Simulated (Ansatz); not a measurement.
# C4H6ClFO2Ti: small, medium and large basis sets

How large a basis does C4H6ClFO2Ti need? Two functionals are run in growing sets.

Program: Ansatz 0.2.0, Gaussian basis. Level of theory: one geometry, several basis sets. These are calculated values, not measurements.

Plan: PBE0-D4/def2-SVP; ωB97M-V/def2-SVP; PBE0-D4/def2-QZVPP; ωB97M-V/def2-QZVPP; the functionals' def2-TZVPP values are taken from earlier runs.

## 1. Structure used throughout

The geometry comes from an earlier relaxation with PBE0-D4 in a triple-zeta def2 set; it is a stationary point, not always the lowest conformer.

SMILES `[CH3][Ti-]1([F])([Cl])[O]C=CC=[O+]1`, 15 atoms, charge 0, spin multiplicity 1.

Atoms are counted from 1 here; the program's logs count them from 0.

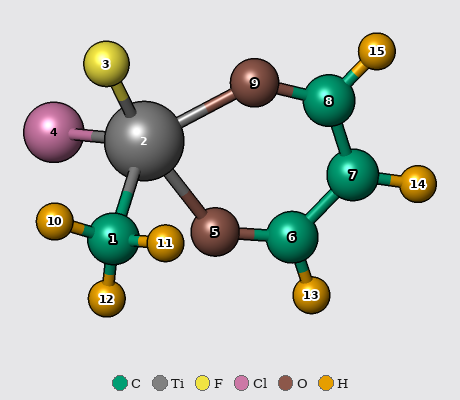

The structure; carbon teal, titanium grey, fluorine yellow, chlorine pink, oxygen brown, hydrogen amber; atoms are numbered from 1 in the order of the file.

## 2. PBE0-D4 in def2-SVP

in.yaml reads:

```yaml
crystal:
  periodic: [false, false, false]
  atoms:
    - {symbol: C, position_ang: [1.934427, -0.778005, -1.093928]}
    - {symbol: Ti, position_ang: [-0.073063, -1.089750, -0.778833]}
    - {symbol: F, position_ang: [0.178921, -2.799312, -0.421387]}
    - {symbol: Cl, position_ang: [-1.192806, -1.129373, -2.679009]}
    - {symbol: O, position_ang: [-0.132055, 0.945066, -0.665438]}
    - {symbol: C, position_ang: [-0.555817, 1.755615, 0.195091]}
    - {symbol: C, position_ang: [-1.127568, 1.388664, 1.411953]}
    - {symbol: C, position_ang: [-1.279410, 0.051891, 1.721659]}
    - {symbol: O, position_ang: [-0.920413, -0.920920, 0.987683]}
    - {symbol: H, position_ang: [2.338548, -1.673853, -1.568614]}
    - {symbol: H, position_ang: [2.384290, -0.650356, -0.102650]}
    - {symbol: H, position_ang: [2.105396, 0.110890, -1.700377]}
    - {symbol: H, position_ang: [-0.464304, 2.820156, -0.049711]}
    - {symbol: H, position_ang: [-1.468833, 2.145617, 2.102895]}
    - {symbol: H, position_ang: [-1.749113, -0.227028, 2.669966]}
basis:
  gaussian: {orbitals: def2-SVP}
hamiltonian: {xc: pbe0, dispersion: d4}
output: {orbitals: {seedname: orbitals}}
```

Command:

```
ansatz run in.yaml --threads 4 --pin off --events-out ev --progress --plain --max-ram 66560MiB --backend cpu
```

Output:

```text
Functional definition: PBE0
  name "PBE0"
  cite "Adamo & Barone, J. Chem. Phys. 110, 6158 (1999) doi:10.1063/1.478522"
  cite "Perdew, Burke & Ernzerhof, Phys. Rev. Lett. 77, 3865 (1996) doi:10.1103/PhysRevLett.77.3865"
  parent pbe
  parameter a = 0.25
  parameter kappa = 0.804
  parameter beta = 0.06672455060314922
  exchange = (1 - a)*pbe_x(kappa = kappa, mu = beta*pi^2/3) + a*exact_x
  correlation = pbe_c(beta = beta)
1784 factors; integrals over basis functions are off by at most 1.3e-3 eV
mean field evaluation 1: about -46648.1021 eV, gradient 8.1e1 eV
mean field evaluation 2: about -46364.7752 eV, gradient 4.1e2 eV
mean field evaluation 4: about -46660.2974 eV, gradient 3.3e1 eV
mean field evaluation 8: about -46662.6473 eV, gradient 1.1e0 eV
mean field evaluation 16: about -46663.0145 eV, gradient 3.9e-3 eV
mean field -46663.01447880 eV, -1714.8341527688 hartree, gradient 4.6e-5 eV, S^2 0.000000; 0 other end points of the search recorded, 0 dependent functions left out
reference -46663.01455248 eV, -1714.8341554764 hartree; 47, 47 occupied and 130, 130 virtual orbitals, 1784 factors
Total energy: -46663.41016462 eV, -1714.8486939544 hartree
```

Wall time 3.5 s (4 threads of AMD EPYC 7R13, shared host); peak memory 0.65 GiB.

## 3. ωB97M-V in def2-SVP

in.yaml, as its differences from that of step 2:

```diff
@@ -20,3 +20,3 @@
   gaussian: {orbitals: def2-SVP}
-hamiltonian: {xc: pbe0, dispersion: d4}
+hamiltonian: {xc: {name: wB97M-V}}
 output: {orbitals: {seedname: orbitals}}
```

Launched as before.

Output, shortened:

```text
Functional definition: wB97M-V
  name "wB97M-V"
  cite "Mardirossian & Head-Gordon, J. Chem. Phys. 144, 214110 (2016) doi:10.1063/1.4952647"
  cite "Becke, J. Chem. Phys. 107, 8554 (1997) doi:10.1063/1.475007"
  cite "Vydrov & Van Voorhis, J. Chem. Phys. 133, 244103 (2010) doi:10.1063/1.3521275"
  # Of w^i u^j: cxij and so on, Table III.
[...]
  gx(w, u) = 1 - cx + cx01*u + cx10*w
  gss(w, u) = css00 + css04*u^4 + css10*w + css20*w^2 + css43*w^4*u^3
  gos(w, u) = cos00 + cos10*w + (cos20 + cos21*u)*w^2 + (cos60 + cos61*u)*w^6
[...]
      + integral(e_c_pw_mod_opposite_spin*gos(b97_w_opposite, b97_u_opposite)) + vv10(b, c)
1784 factors; integrals over basis functions are off by at most 1.3e-3 eV
395 factors; integrals over basis functions are off by at most 3.0e-5 eV
[...]
mean field -46678.48429420 eV, -1715.4026579989 hartree, gradient 5.7e-5 eV, S^2 0.000000; 0 other end points of the search recorded, 0 dependent functions left out
reference -46678.48440864 eV, -1715.4026622044 hartree; 47, 47 occupied and 130, 130 virtual orbitals, 1784 factors
Total energy: -46678.48440864 eV, -1715.4026622044 hartree
```

It took 13 s on 4 threads of AMD EPYC 7R13, shared host; peak memory 0.92 GiB.

## 4. PBE0-D4 in def2-QZVPP

in.yaml, as its differences from that of step 3:

```diff
@@ -19,4 +19,4 @@
 basis:
-  gaussian: {orbitals: def2-SVP}
-hamiltonian: {xc: {name: wB97M-V}}
+  gaussian: {orbitals: "def2-QZVPP.json"}
+hamiltonian: {xc: pbe0, dispersion: d4}
 output: {orbitals: {seedname: orbitals}}
```

Command:

```
ansatz run in.yaml --threads 4 --pin off --events-out ev --progress --plain --max-ram 66560MiB --backend cuda --devices 0, --max-vram 37GiB
```

Output:

```text
Functional definition: PBE0
  name "PBE0"
  cite "Adamo & Barone, J. Chem. Phys. 110, 6158 (1999) doi:10.1063/1.478522"
  cite "Perdew, Burke & Ernzerhof, Phys. Rev. Lett. 77, 3865 (1996) doi:10.1103/PhysRevLett.77.3865"
  parent pbe
  parameter a = 0.25
  parameter kappa = 0.804
  parameter beta = 0.06672455060314922
  exchange = (1 - a)*pbe_x(kappa = kappa, mu = beta*pi^2/3) + a*exact_x
  correlation = pbe_c(beta = beta)
2520 factors; their error is unknown
mean field evaluation 1: about -46667.7835 eV, gradient 9.3e1 eV
mean field evaluation 2: about -46486.5472 eV, gradient 3.8e2 eV
mean field evaluation 4: about -46681.2254 eV, gradient 4.2e1 eV
mean field evaluation 8: about -46684.5473 eV, gradient 3.5e-1 eV
mean field evaluation 16: about -46684.6012 eV, gradient 1.1e-2 eV
mean field -46684.60124577 eV, -1715.6274518226 hartree, gradient 4.3e-5 eV, S^2 0.000000; 0 other end points of the search recorded, 0 dependent functions left out
reference -46684.60129750 eV, -1715.6274537238 hartree; 47, 47 occupied and 695, 695 virtual orbitals, 2520 factors
Total energy: -46684.99690964 eV, -1715.6419922018 hartree
```

Wall time 5.5 s (1 × H100 (card shared with other runs) with 4 threads of AMD EPYC 7R13, shared host); peak host memory 1.3 GiB.

## 5. ωB97M-V in def2-QZVPP

in.yaml, as its differences from that of step 4:

```diff
@@ -20,3 +20,3 @@
   gaussian: {orbitals: "def2-QZVPP.json"}
-hamiltonian: {xc: pbe0, dispersion: d4}
+hamiltonian: {xc: {name: wB97M-V}}
 output: {orbitals: {seedname: orbitals}}
```

Same command.

Output, shortened:

```text
Functional definition: wB97M-V
  name "wB97M-V"
  cite "Mardirossian & Head-Gordon, J. Chem. Phys. 144, 214110 (2016) doi:10.1063/1.4952647"
  cite "Becke, J. Chem. Phys. 107, 8554 (1997) doi:10.1063/1.475007"
  cite "Vydrov & Van Voorhis, J. Chem. Phys. 133, 244103 (2010) doi:10.1063/1.3521275"
  # Of w^i u^j: cxij and so on, Table III.
[...]
  gx(w, u) = 1 - cx + cx01*u + cx10*w
  gss(w, u) = css00 + css04*u^4 + css10*w + css20*w^2 + css43*w^4*u^3
  gos(w, u) = cos00 + cos10*w + (cos20 + cos21*u)*w^2 + (cos60 + cos61*u)*w^6
[...]
      + integral(e_c_pw_mod_opposite_spin*gos(b97_w_opposite, b97_u_opposite)) + vv10(b, c)
2492 factors; their error is unknown
544 factors; integrals over basis functions are off by at most 1.0e-5 eV
[...]
mean field -46700.31481053 eV, -1716.2049146766 hartree, gradient 6.6e-5 eV, S^2 0.000000; 0 other end points of the search recorded, 0 dependent functions left out
reference -46700.31489497 eV, -1716.2049177797 hartree; 47, 47 occupied and 695, 695 virtual orbitals, 2492 factors
Total energy: -46700.31489497 eV, -1716.2049177797 hartree
```

Run time: 9 s. Hardware: 1 × H100 (card shared with other runs) with 4 threads of AMD EPYC 7R13, shared host; peak host memory 1.4 GiB.

## 6. Functionals by basis

The def2-TZVPP values come from earlier runs at the same geometry.

```
functional       basis  functions  energy (eV)  from the largest (eV)  HOMO (eV)  LUMO (eV)
   PBE0-D4    def2-SVP        177  -46663.4102                 21.587      -7.97      -2.60
   PBE0-D4  def2-TZVPP        407  -46683.6083                  1.389      -8.01      -2.67
   PBE0-D4  def2-QZVPP        742  -46684.9969                  0.000      -8.02      -2.70
   ωB97M-V    def2-SVP        177  -46678.4844                 21.830     -10.04      -0.41
   ωB97M-V  def2-TZVPP        407  -46699.0125                  1.302     -10.13      -0.56
   ωB97M-V  def2-QZVPP        742  -46700.3149                  0.000     -10.14      -0.60
```

## 7. Outcome

| quantity | value |
| --- | --- |
| PBE0-D4: double and triple zeta above quadruple | 21.59, 1.39 eV |
| ωB97M-V: double and triple zeta above quadruple | 21.83, 1.30 eV |

**Reading.** PBE0-D4 gains 20.20 eV from double to triple zeta, then 1.39 eV more. These are total energies; as a rule much of such shifts cancels in differences, which this series doesn't test.
